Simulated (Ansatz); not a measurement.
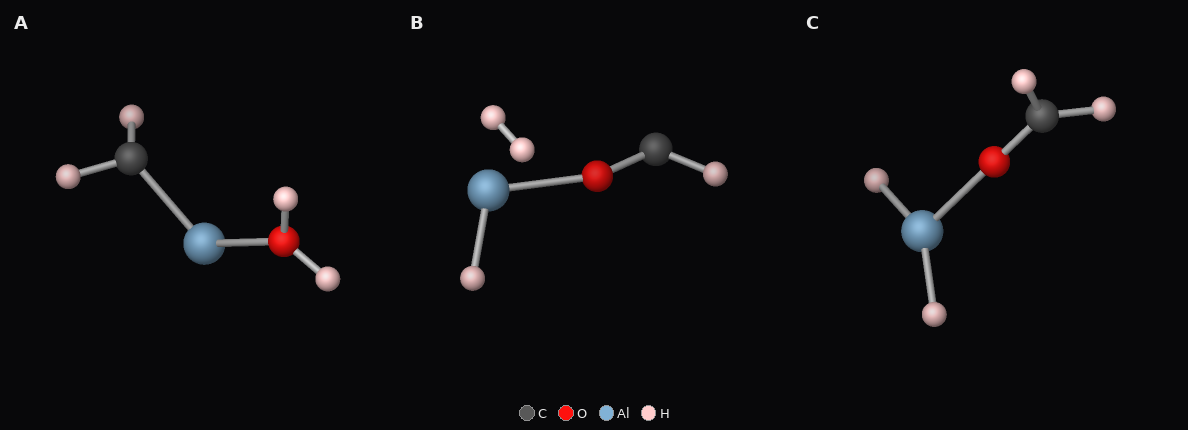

3 stationary structures of one formula. The species has charge +1 and is a spin singlet. Geometries: PBE-D4/def2-SVP. Electronic energies: PBE-D4/def2-SVP (Ansatz 0.2.0), without zero-point energy. No frequency run is at hand to confirm each as a minimum. Each is one conformer, not always the lowest.

> Which structure is the most stable?

C is lowest (C2v); A lies 1.210 eV above it (Cs), B lies 3.520 eV above it (C1).
